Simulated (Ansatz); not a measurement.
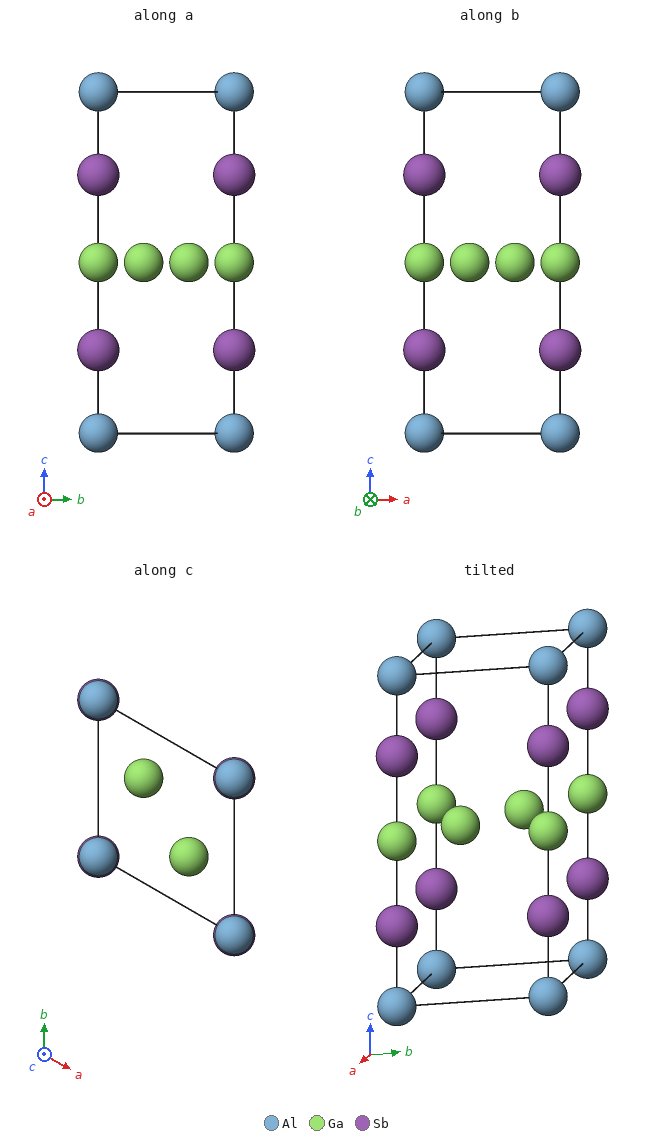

This spheres-only model is shown along the a axis, along the b axis, along the c axis and slightly off an axis. The frame is the conventional unit cell; atoms at its boundary are shown with their periodic copies.

Lattice parameters: a = 4.8407 Å, b = 4.8407 Å, c = 10.5282 Å, α = 90.000°, β = 90.000°, γ = 120.000°.

### Reconstruct the structure as a CIF with its space group and independent sites, with free fractional coordinates to two decimals.

```cif
data_structure
_symmetry_space_group_name_H-M 'P 6/m m m'
_symmetry_Int_Tables_number 191
_cell_length_a 4.8407
_cell_length_b 4.8407
_cell_length_c 10.5282
_cell_angle_alpha 90.000
_cell_angle_beta 90.000
_cell_angle_gamma 120.000
_cell_volume 213.65
loop_
_atom_site_label
_atom_site_type_symbol
_atom_site_symmetry_multiplicity
_atom_site_Wyckoff_symbol
_atom_site_fract_x
_atom_site_fract_y
_atom_site_fract_z
_atom_site_occupancy
Al1 Al 1 a 0.00 0.00 0.00 1
Ga1 Ga 2 d 0.3333 0.6667 0.50 1
Ga2 Ga 1 b 0.00 0.00 0.50 1
Sb1 Sb 2 e 0.00 0.00 0.76 1
```

The cell started as a random cell made by a generator, so it need not be a real form of the compound. The picture shows the end point of a geometry optimisation with Ansatz, DFT PBE, scalar-relativistic, plane waves, PAW.
